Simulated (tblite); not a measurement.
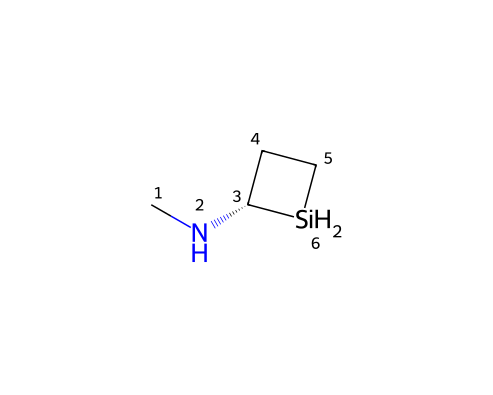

A structural formula, with wedges where it has stereocentres; small numbers name the atoms. The configuration is that of a computed structure (GFN2-xTB).

**What are the Cahn–Ingold–Prelog descriptors?**

C3: S.
